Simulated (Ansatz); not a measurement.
# Lattice dynamics of BeSi2 (built on the sites of a database entry of CaSi2)

How does BeSi2 (built on the sites of a database entry of CaSi2) vibrate, and is this structure a minimum?

Calculated with Ansatz 0.2.0; DFT PBEsol, scalar-relativistic, plane waves, PAW.

The structure was built from a prototype and need not be the compound's stable phase.

### 1. The starting structure

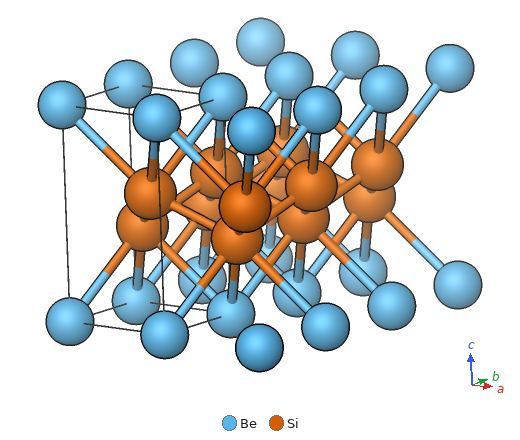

Start, viewed slightly off an axis; beryllium blue, silicon orange. 2×3×1 cells are drawn. Bonds to atoms that aren't drawn are left out. Some periodic images of atoms are drawn too.

Structure file:

```cif
data_structure
_symmetry_space_group_name_H-M 'P 1'
_symmetry_Int_Tables_number 1
_cell_length_a 3.0971
_cell_length_b 3.0971
_cell_length_c 4.1830
_cell_angle_alpha 90.000
_cell_angle_beta 90.000
_cell_angle_gamma 120.000
_cell_volume 34.75
loop_
_atom_site_label
_atom_site_type_symbol
_atom_site_fract_x
_atom_site_fract_y
_atom_site_fract_z
_atom_site_occupancy
Be1 Be 0.00000 0.00000 0.00000 1
Si2 Si 0.33333 0.66667 0.40000 1
Si3 Si 0.66667 0.33333 0.60000 1
```

### 2. Rough relaxation

A rough relaxation comes first, because large forces or stress need no tight tolerances yet.

Input file input.yaml:

```yaml
crystal:
  lattice:
    - [3.09706, 0.0, 0.0]
    - [-1.54853, 2.68213, 0.0]
    - [0.0, 0.0, 4.18304]
  atoms:
    - { symbol: Be, position: [0.0, 0.0, 0.0] }
    - { symbol: Si, position: [0.3333333333, 0.6666666667, 0.4] }
    - { symbol: Si, position: [0.6666666667, 0.3333333333, 0.6] }
kpoints:
  mp_grid: { grid: [9, 9, 6] }
hamiltonian:
  xc: pbesol
scf:
  occupations: { method: gaussian, width: 0.1 }
output:
  forces: true
  stress: true
  eigenvalues: true
relax:
  adjacent_minimum: "off"
  f_tol: 0.05
  max_steps: 80
  cell: { stress_tol: 0.5 }
```

Run with:

```console
$ ansatz run input.yaml --threads 4 --pin off --max-ram 7168MiB --backend cpu --events-out ev --progress --plain --runs-dir out
```

Numbers of over 12 decimals in the logs are rounded to 6 here.

Output:

```text
The last accepted step is kept in <dir> (removed where the run ends without a failure and the disk answers)
Engine: ansatz 0.2.0, aarch64-unknown-linux-gnu
Pseudopotentials: kind: paw
Pseudopotential: Be, paw, valence charge 2, recommended cutoff 420 eV (normal), Be.paw.azcp
Pseudopotential: Si, paw, valence charge 4, recommended cutoff 420 eV (normal), Si.paw.azcp
Functional definition: PBEsol
  exchange = pbesol_x
[...]
F+E_penalty+E_count = -1332.15334601 eV   max|allowed force component| = 1.345e-2 eV/Å   (the final SCF, on the basis selected at the relaxed cell)
  cell:  # Å, volume = 39.1612 Å³
    - [2.990156, 0, 8.930175400468034e-17]
    - [-1.495078, 2.589551, -4.465087700234015e-17]
    - [1.2061535543656963e-16, 0, 5.057523]
  atoms:
    - { symbol: Be, position: [0, 0, 0] }
    - { symbol: Si, position: [0.333333, 0.666667, 0.321039] }
    - { symbol: Si, position: [0.666667, 0.333333, 0.678961] }
[key lines of the parts left out:]
SCF converged after 4 iterations
Free energy (F): -1332.153346 eV
Fermi energy:    9.220530 eV
P = ⅓ Tr σ = 0.1404 GPa (1.404 kbar)
```

It took 6.5 s on 4 threads of Arm Neoverse V1, shared host; peak memory 0.32 GiB.

Step by step:

```tsv
step	energy less that of the first step (eV)	largest force component (eV/Å)	pressure (GPa)	volume (Å³)
1	0.0000	8.4070	64.70	34.75
2	-2.5867	3.4071	20.54	38.63
3	-3.2540	1.0659	3.57	40.42
4	-3.3515	0.1931	-1.01	40.62
5	-3.3570	0.1612	-1.04	40.64
6	-3.3828	0.3182	0.58	40.19
7	-3.4431	0.3952	0.40	39.72
8	-3.4313	0.5777	0.18	38.52
9	-3.4756	0.0073	-0.15	39.28
10	-3.4752	0.0277	-0.16	39.13
11	-3.4761	0.0111	-0.05	39.16
12*	-3.4862	0.0135	0.14	39.16
```

Relaxation steps marked * repeat the geometry before them on a plane-wave basis chosen anew for their cell, so energy and pressure can jump there. Relaxation steps 8, 10 were tried and not accepted.

The run keeps the 12 symmetry operations that it works with, so distortions that break them were not tested.

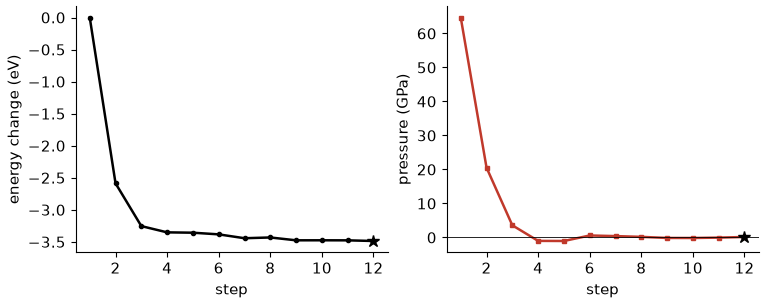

Energy and pressure along the relaxation. Stars mark steps on a basis chosen anew.

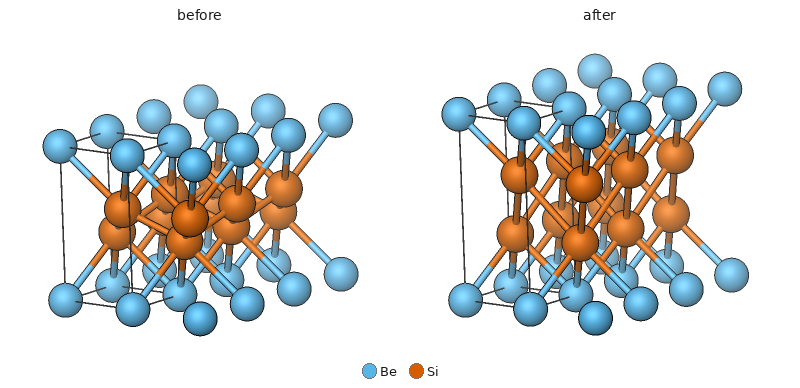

Before and after, at one scale. Bonds to atoms that aren't drawn are left out.

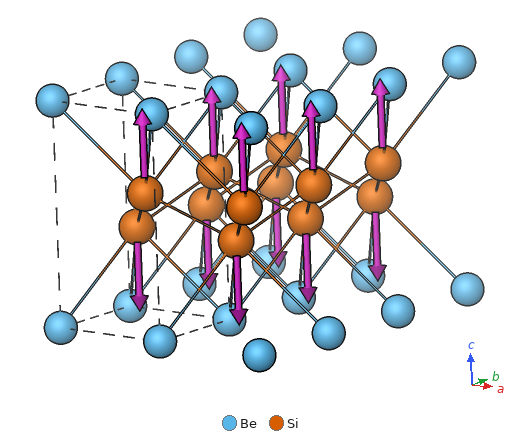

Displacements in the relaxation, exaggerated, measured against the changing cell; the longest in the cell stands for 0.40 Å. Bonds to atoms that aren't drawn are left out. 2×3×1 cells are drawn. Some periodic images of atoms are drawn too.

```tsv
cell as run	before	after	change
a (Å)	3.097	2.990	-3.5 %
b (Å)	3.097	2.990	-3.5 %
c (Å)	4.183	5.058	+20.9 %
volume (Å³/atom)	11.58	13.05	+12.7 %
```

The atoms that moved most (Å, as changes of fractional coordinates times the final cell):

```tsv
atom	dx	dy	dz	length
Si3	0.000	0.000	0.399	0.399
Si2	0.000	0.000	-0.399	0.399
```

Final coordinates:

```
Be Si
1.0
     2.99016    0.00000    0.00000
    -1.49508    2.58955    0.00000
     0.00000    0.00000    5.05752
Be Si
1 2
Direct
  0.00000 0.00000 0.00000
  0.33333 0.66667 0.32104
  0.66667 0.33333 0.67896
```

This step gave:

- pressure: 0.1404 GPa
- volume per atom: 13.05 Å³
- gap on the k-mesh: 0 eV

In this step the volume went from 11.58 to 13.05 Å³/atom.

### 3. Bringing the structure to rest

Harmonic phonons are second derivatives at a point where the forces vanish, and they are wanted at zero stress, so atoms and cell are relaxed first.

Input file input.yaml:

```yaml
crystal:
  lattice:
    - [2.9901557689, 0.0, 0.0]
    - [-1.4950778845, 2.5895508572, 0.0]
    - [0.0, 0.0, 5.0575233756]
  atoms:
    - { symbol: Be, position: [0.0, 0.0, 0.0] }
    - { symbol: Si, position: [0.3333333333, 0.6666666667, 0.3210392894] }
    - { symbol: Si, position: [0.6666666667, 0.3333333333, 0.6789607106] }
kpoints:
  mp_grid: { grid: [15, 15, 8] }
hamiltonian:
  xc: pbesol
scf:
  occupations: { method: gaussian, width: 0.1 }
output:
  forces: true
  stress: true
  eigenvalues: true
  write_density: true
  write_potential: true
  elf: true
  volumetric_format: npy
relax:
  adjacent_minimum: "off"
  f_tol: 0.005
  max_steps: 80
  cell: { stress_tol: 0.05 }
```

Output:

```text
[...]
Crystal: 3 atoms, lattice volume = 39.161 Å³
Basis set: ecut = 420 eV, 749 PW (Γ), exchange–correlation on 40×40×72 points (8 copies of the dense FFT grid, shifted against one another)
Bands: 9, of which v1, the nominal top of the filled ones, is band 5 counted from 1 (4 counted from 0)
Symmetry: 12 space group operations
[...]
k-points: 192 of 1800
[...]
SCF iter   1: F=—  HF=-1332.117882 eV  |F-HF|=—  |Δ(HF+E_count)|=         —  Δρ=2.68e-3  dr2=7.96e-3  ethr=1.77e-3  ⟨swp⟩=5.1  Hψ=13396  notcnv=0
[...]
SCF iter   6: F=-1332.116246 eV  HF=-1332.116246 eV  |F-HF|=2.52e-8  |Δ(HF+E_count)|=   3.92e-8  Δρ=5.08e-6  dr2=3.03e-8  ethr=1.00e-9  ⟨swp⟩=8.6  Hψ=10249  notcnv=0
SCF 1 converged in 6 iterations: F = -1332.116246 eV  dr2 = 3.03e-8
[...]
relax step   1: F+E_penalty+E_count = -1332.11624589 eV  Δ(F+E_penalty+E_count) = +0.000e0 eV  max|allowed force component| = 9.895e-2 eV/Å  Δτ_max = 0.0000 Å  P = +0.219 GPa  Ω = 39.161 Å³  (6 SCF iters, dr2 threshold 1.00e-7 eV, accepted)
Crystal: 3 atoms, lattice volume = 38.995 Å³
[...]
SCF iter   5: F=-1332.121779 eV  HF=-1332.121779 eV  |F-HF|=1.90e-10  |Δ(HF+E_count)|=   3.94e-9  Δρ=5.89e-6  dr2=7.74e-9  ethr=3.00e-9  ⟨swp⟩=8.5  Hψ=11546  notcnv=0
SCF 2 converged in 5 iterations: F = -1332.121779 eV  dr2 = 7.74e-9
relax step   2: F+E_penalty+E_count = -1332.12177916 eV  Δ(F+E_penalty+E_count) = -5.533e-3 eV  max|allowed force component| = 9.666e-2 eV/Å  Δτ_max = 0.0019 Å  P = +0.163 GPa  Ω = 38.995 Å³  energy of the carried Pulay correction = +2.717e-5 eV  (5 SCF iters, dr2 threshold 3.00e-7 eV, accepted)
Crystal: 3 atoms, lattice volume = 38.786 Å³
[...]
SCF iter   5: F=-1332.125918 eV  HF=-1332.125918 eV  |F-HF|=1.95e-8  |Δ(HF+E_count)|=  3.37e-10  Δρ=1.39e-5  dr2=5.87e-8  ethr=3.00e-9  ⟨swp⟩=9.8  Hψ=13755  notcnv=0
SCF 3 converged in 5 iterations: F = -1332.125918 eV  dr2 = 5.87e-8
relax step   3: F+E_penalty+E_count = -1332.12591793 eV  Δ(F+E_penalty+E_count) = -4.139e-3 eV  max|allowed force component| = 1.625e-1 eV/Å  Δτ_max = 0.0225 Å  P = -1.314 GPa  Ω = 38.786 Å³  energy of the carried Pulay correction = +6.138e-5 eV  (5 SCF iters, dr2 threshold 3.00e-7 eV, accepted)
[... from here on, the SCF cycles and remarks between the steps are left out ...]
relax step   4: F+E_penalty+E_count = -1332.15990742 eV  Δ(F+E_penalty+E_count) = -3.399e-2 eV  max|allowed force component| = 8.810e-2 eV/Å  Δτ_max = 0.0163 Å  P = +1.924 GPa  Ω = 36.467 Å³  energy of the carried Pulay correction = +4.537e-4 eV  (6 SCF iters, dr2 threshold 3.00e-7 eV, accepted)
relax step   5: F+E_penalty+E_count = -1332.15771308 eV  Δ(F+E_penalty+E_count) = +2.194e-3 eV  max|allowed force component| = 1.578e-1 eV/Å  Δτ_max = 0.0199 Å  P = +0.576 GPa  Ω = 36.525 Å³  energy of the carried Pulay correction = +4.436e-4 eV  (6 SCF iters, dr2 threshold 3.00e-7 eV, rejected (line search))
relax step   6: F+E_penalty+E_count = -1332.16275053 eV  Δ(F+E_penalty+E_count) = -2.843e-3 eV  max|allowed force component| = 1.365e-4 eV/Å  Δτ_max = 0.0041 Å  P = -0.094 GPa  Ω = 37.004 Å³  energy of the carried Pulay correction = +3.608e-4 eV  (7 SCF iters, accepted)
relax step   7: F+E_penalty+E_count = -1332.14758022 eV  Δ(F+E_penalty+E_count) = +1.517e-2 eV  max|allowed force component| = 7.314e-2 eV/Å  Δτ_max = 0.0043 Å  P = -2.285 GPa  Ω = 38.325 Å³  energy of the carried Pulay correction = +1.375e-4 eV  (5 SCF iters, dr2 threshold 3.00e-7 eV, rejected (line search))
relax step   8: F+E_penalty+E_count = -1332.16399878 eV  Δ(F+E_penalty+E_count) = -1.248e-3 eV  max|allowed force component| = 6.146e-3 eV/Å  Δτ_max = 0.0006 Å  P = +0.029 GPa  Ω = 37.105 Å³  energy of the carried Pulay correction = +3.433e-4 eV  (7 SCF iters, accepted)
relax step   9: F+E_penalty+E_count = -1332.16408086 eV  Δ(F+E_penalty+E_count) = -8.208e-5 eV  max|allowed force component| = 1.128e-3 eV/Å  Δτ_max = 0.0001 Å  P = -0.004 GPa  Ω = 37.084 Å³  energy of the carried Pulay correction = +3.470e-4 eV  (4 SCF iters, dr2 threshold 2.20e-7 eV, accepted)
relax step  10: F+E_penalty+E_count = -1332.16477182 eV  Δ(F+E_penalty+E_count) = -6.910e-4 eV  max|allowed force component| = 1.426e-3 eV/Å  Δτ_max = 0.0000 Å  P = +0.018 GPa  Ω = 37.084 Å³  stress off target by 5.06e-2 GPa  SCF on the basis re-selected at this cell (its energy is not comparable with the rows above)  (5 SCF iters)
relax step  11: F+E_penalty+E_count = -1332.16477320 eV  Δ(F+E_penalty+E_count) = -1.381e-6 eV  max|allowed force component| = 4.821e-4 eV/Å  Δτ_max = 0.0001 Å  P = +0.003 GPa  Ω = 37.086 Å³  energy of the carried Pulay correction = -1.647e-7 eV  (4 SCF iters, dr2 threshold 6.40e-9 eV, accepted)
[...]
SCF iter   1: F=—  HF=-1332.164769 eV  |F-HF|=—  |Δ(HF+E_count)|=         —  Δρ=1.45e-6  dr2=6.30e-10  ethr=2.00e-7  ⟨swp⟩=3.1  Hψ=18241  notcnv=0
eigensolver tolerance schedule: the retry pair's looser diagonalisation over-reported the residual by 31696.90 of it (diagonalisation noise at an unbounded share of the residual, at the tolerance the schedule requests for it); recorded, not acted on — ethr = c·dr2/N_el stays at c = 1.0e-1
SCF iter   2: F=—  HF=-1332.164773 eV  |F-HF|=—  |Δ(HF+E_count)|=   4.16e-6  Δρ=6.30e-7  dr2=3.16e-10  ethr=6.30e-12  ⟨swp⟩=3.3  Hψ=3530  notcnv=0
[...]
SCF iter   4: F=-1332.164773 eV  HF=-1332.164773 eV  |F-HF|=6.59e-12  |Δ(HF+E_count)|=  9.32e-12  Δρ=2.17e-7  dr2=1.34e-11  ethr=1.00e-12  ⟨swp⟩=5.3  Hψ=6420  notcnv=0
SCF 12 converged in 4 iterations: F = -1332.164773 eV  dr2 = 1.34e-11
relax step  12: F+E_penalty+E_count = -1332.16477339 eV  Δ(F+E_penalty+E_count) = -1.876e-7 eV  max|allowed force component| = 4.752e-4 eV/Å  Δτ_max = 0.0000 Å  P = +0.003 GPa  Ω = 37.086 Å³  stress off target by 4.64e-3 GPa  SCF on the basis re-selected at this cell (its energy is not comparable with the rows above)  (4 SCF iters)
[...]
SCF converged after 4 iterations
Free energy (F): -1332.164773 eV
[...]
Internal energy: -1332.160136 eV  (E = F + TS)
E sigma→0 (E₀):  -1332.162455 eV
Entropy (-TS):   -0.004637 eV (-1.546 meV/atom)
Fermi energy:    10.084031 eV
[...]
--- Forces (eV/Å), atoms counted from 1 ---
  atom   1  Be     0.00000000     0.00000000     0.00000000
  atom   2  Si     0.00000000     0.00000000     0.00047524
  atom   3  Si    -0.00000000    -0.00000000    -0.00047524
  max |Σ_I F_I| component: 9.25e-18 eV/Å
--- Stress (GPa, compression-positive) ---
        0.002493       0.000000      -0.000000
        0.000000       0.002493      -0.000000
       -0.000000      -0.000000       0.004644
  P = ⅓ Tr σ = 0.0032 GPa (0.032 kbar)
--- Band table (eV; the first three rows and the last of 192) ---
[...]
--- Relaxed structure (10 steps of the walk, 8 accepted, 2 SCFs on fresh bases) ---
[...]
cell:  # Å, volume = 37.0858 Å³
    - [2.782067, 2.6858613698657052e-11, 4.671761940416609e-18]
    - [-1.391034, 2.409341, -2.3358809701691806e-18]
    - [7.9017773804184e-18, 0, 5.532758]
  atoms:
    - { symbol: Be, position: [0, 0, 0] }
    - { symbol: Si, position: [0.333333, 0.666667, 0.318503] }
    - { symbol: Si, position: [0.666667, 0.333333, 0.681497] }
```

Wall time 17 s (4 threads); peak memory 0.39 GiB.

Step by step:

```tsv
step	energy less that of the first step (eV)	largest force component (eV/Å)	pressure (GPa)	volume (Å³)
1	0.0000	0.0990	0.22	39.16
2	-0.0055	0.0967	0.16	38.99
3	-0.0097	0.1625	-1.31	38.79
4	-0.0437	0.0881	1.92	36.47
5	-0.0415	0.1578	0.58	36.53
6	-0.0465	0.0001	-0.09	37.00
7	-0.0313	0.0731	-2.28	38.32
8	-0.0478	0.0061	0.03	37.11
9	-0.0478	0.0011	0.00	37.08
10*	-0.0485	0.0014	0.02	37.08
11	-0.0485	0.0005	0.00	37.09
12*	-0.0485	0.0005	0.00	37.09
```

Relaxation steps marked * repeat the geometry before them on a plane-wave basis chosen anew for their cell, so energy and pressure can jump there. Relaxation steps 5, 7 were tried and not accepted.

The run keeps the 12 symmetry operations that it works with, so distortions that break them were not tested.

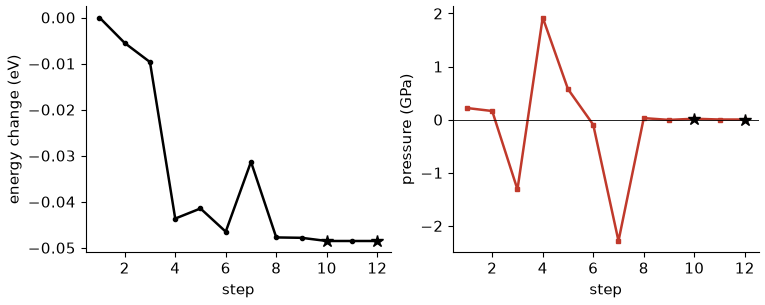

Energy and pressure along the relaxation. Stars mark steps on a basis chosen anew.

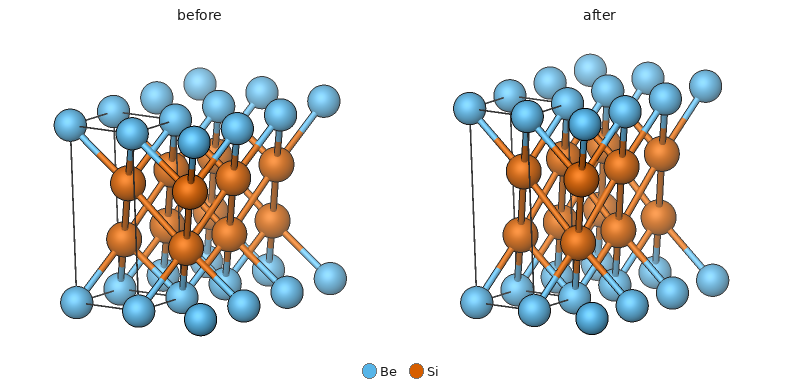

The structure before and after the relaxation, drawn at the same scale. Bonds to atoms that aren't drawn are left out.

```tsv
conventional cell, symmetrised	before	after	change
a (Å)	2.990	2.782	-7.0 %
b (Å)	2.990	2.782	-7.0 %
c (Å)	5.058	5.533	+9.4 %
volume (Å³/atom)	13.05	12.36	-5.3 %
```

The atoms that moved most (Å, as changes of fractional coordinates times the final cell):

```tsv
atom	dx	dy	dz	length
Si2	0.000	0.000	-0.014	0.014
Si3	0.000	0.000	0.014	0.014
```

The relaxed structure:

```cif
data_structure
_symmetry_space_group_name_H-M 'P 1'
_symmetry_Int_Tables_number 1
_cell_length_a 2.7821
_cell_length_b 2.7821
_cell_length_c 5.5328
_cell_angle_alpha 90.000
_cell_angle_beta 90.000
_cell_angle_gamma 120.000
_cell_volume 37.09
loop_
_atom_site_label
_atom_site_type_symbol
_atom_site_fract_x
_atom_site_fract_y
_atom_site_fract_z
_atom_site_occupancy
Be1 Be 0.00000 0.00000 0.00000 1
Si2 Si 0.33333 0.66667 0.31850 1
Si3 Si 0.66667 0.33333 0.68150 1
```

This step gave:

| Item | Value |
| --- | --- |
| pressure | 0.003210 GPa |
| volume per atom | 12.36 Å³ |

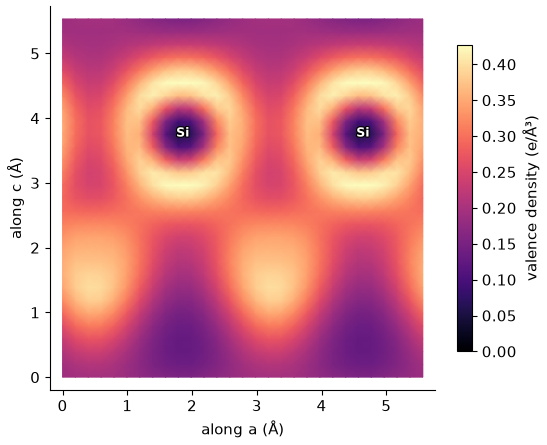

Valence density in the ac plane at fractional y = 0.333, with atoms of Si within 0.2 Å of it. It is the smooth field of the valence electrons, not physical close to the nuclei.

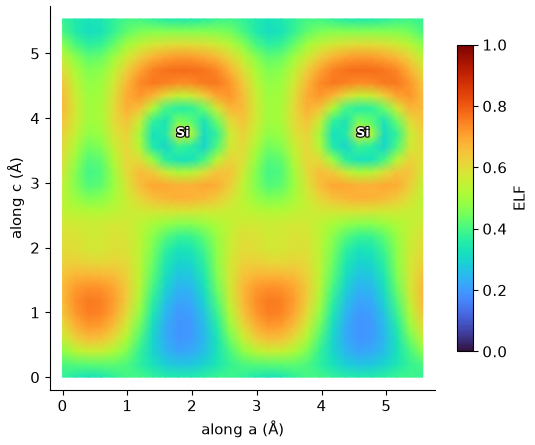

ELF in the ac plane at fractional y = 0.333, with atoms of Si within 0.2 Å of it. It is the smooth field of the valence electrons, not physical close to the nuclei.

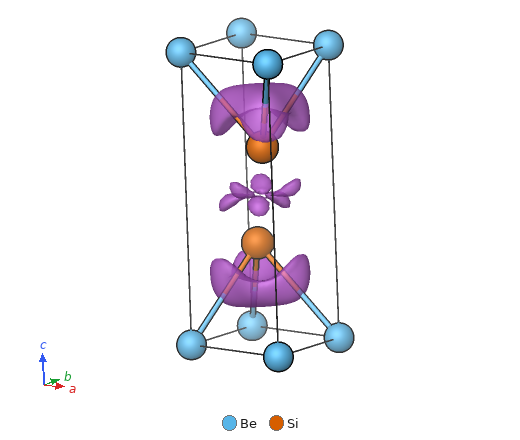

Surface of ELF = 0.7. Bonds to atoms that aren't drawn are left out.

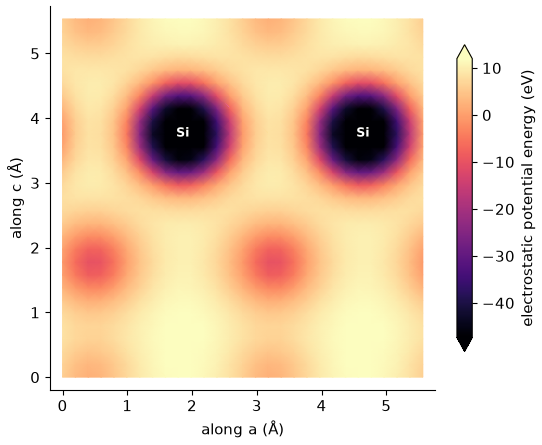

Electrostatic potential energy in the ac plane at fractional y = 0.333, with atoms of Si within 0.2 Å of it. With pseudopotentials it is smooth inside the atoms' cores, unlike the true potential.

In this step the volume went from 13.05 to 12.36 Å³/atom.

### 4. Tight relaxation

Phonons need a cell at rest on their own settings, so the relaxation is repeated with tight tolerances on forces and stress on the k mesh and occupations of the first response run.

Input file input.yaml:

```yaml
crystal:
  lattice:
    - [2.7820671266, 0.0, 0.0]
    - [-1.3910335633, 2.4093408067, 0.0]
    - [0.0, 0.0, 5.5327577395]
  atoms:
    - { symbol: Be, position: [0.0, 0.0, 0.0] }
    - { symbol: Si, position: [0.3333333333, 0.6666666667, 0.3185027188] }
    - { symbol: Si, position: [0.6666666667, 0.3333333333, 0.6814972812] }
kpoints:
  mp_grid: { grid: [15, 15, 8] }
hamiltonian:
  xc: pbesol
scf:
  occupations: { method: methfessel_paxton, width: 0.15 }
output:
  forces: true
  stress: true
  eigenvalues: true
relax:
  adjacent_minimum: "off"
  f_tol: 0.001
  max_steps: 60
  cell: { stress_tol: 0.01 }
```

Output:

```text
[...]
Crystal: 3 atoms, lattice volume = 37.086 Å³
Basis set: ecut = 420 eV, 739 PW (Γ), exchange–correlation on 40×40×80 points (8 copies of the dense FFT grid, shifted against one another)
Bands: 9, of which v1, the nominal top of the filled ones, is band 5 counted from 1 (4 counted from 0)
Symmetry: 12 space group operations
[...]
k-points: 192 of 1800
[...]
--- Band table (eV; the first three rows and the last of 192) ---
[...]
--- Relaxed structure (2 steps of the walk, 2 accepted, 1 SCFs on fresh bases) ---
[...]
cell:  # Å, volume = 37.0834 Å³
    - [2.782032, 0.0, 0.0]
    - [-1.391016, 2.409311, 0]
    - [0.0, 0, 5.532539]
  atoms:
    - { symbol: Be, position: [0, 0.0, 0.0] }
    - { symbol: Si, position: [0.333333, 0.666667, 0.318499] }
    - { symbol: Si, position: [0.666667, 0.333333, 0.681501] }
[key lines of the parts left out:]
SCF converged after 6 iterations
Free energy (F): -1332.162449 eV
Fermi energy:    10.085833 eV
P = ⅓ Tr σ = -0.0028 GPa (-0.028 kbar)
```

It took 4.7 s on 4 threads; peak memory 0.38 GiB.

Little changed from the start: no atom moved by 0.005 Å and no cell edge by 0.1 %.

This step gave:

```
pressure : -0.002825 GPa
```

The largest force component left is 0.023 meV/Å and the pressure is -0.003 GPa, within the tolerances set. The cell now holds 12.36 Å³/atom.

[end of part 1 of 2]

[Logs are printed without paths, hosts, clocks, repeated set-up lines and the standing remarks that a program may print on its own settings, such as how far it seeks lower states.]

[Hosts, paths, dates, database ids (printed as entryN), source tags and the programs' standing remarks are cut or masked in the printed files.]
